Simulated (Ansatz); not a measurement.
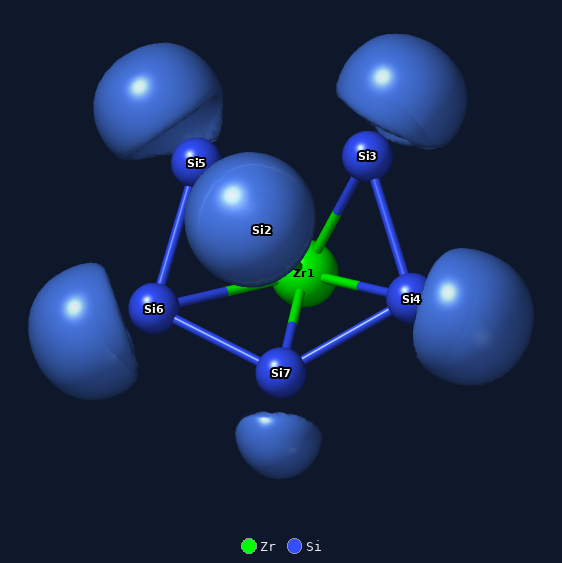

Figure 1: Si6Zr (charge −1, quartet). Isosurface of the ELF at 0.85 (blue), seen at a tilt. Core shells and regions of very low density are left out.

Geometry: B3LYP-D4/def2-SVPD; core potentials replace the inner electrons of Zr.

Computed with UKS PBE0-D4/def2-TZVPD (Ansatz).

The calculation's input:

```
crystal:
  periodic: [false, false, false]
  atoms:
    - {symbol: Zr, position_ang: [-0.757796, 1.350423, 0.819503]}
    - {symbol: Si, position_ang: [0.885891, -1.145526, -0.754154]}
    - {symbol: Si, position_ang: [1.062479, 1.365671, -1.176478]}
    - {symbol: Si, position_ang: [-1.087923, 0.503744, -1.854740]}
    - {symbol: Si, position_ang: [1.653062, 0.215931, 1.263948]}
    - {symbol: Si, position_ang: [-0.197633, -1.229002, 1.824418]}
    - {symbol: Si, position_ang: [-1.558090, -1.061241, -0.122498]}
basis:
  gaussian: {orbitals: def2-TZVPD, initial_orbitals: start.molden}
total_charge: -1
magnetization: {spin_polarized: true, initial_magnetization: 3}
hamiltonian: {xc: pbe0, dispersion: d4}
scf: {omitted_lower_state_checks: [starts]}
output: {orbitals: {seedname: orbitals}}
```

Run with:

```sh
ansatz run in.yaml --threads 4 --pin off --events-out ev --progress --plain --max-ram 4787MiB
```

### Describe the localisation domains.

The surface consists of six lobes on Si, pointing away from the bonds (non-bonding electrons). Profiles from the grid: Si–Si (2.38 Å): the ELF peaks at about 0.80 between the atoms: a shared electron pair. Zr–Si (2.70 Å): the ELF peaks at about 0.65 in the valence shell of Si, 1.0 Å from its nucleus, and is about 0.40 at the midpoint.
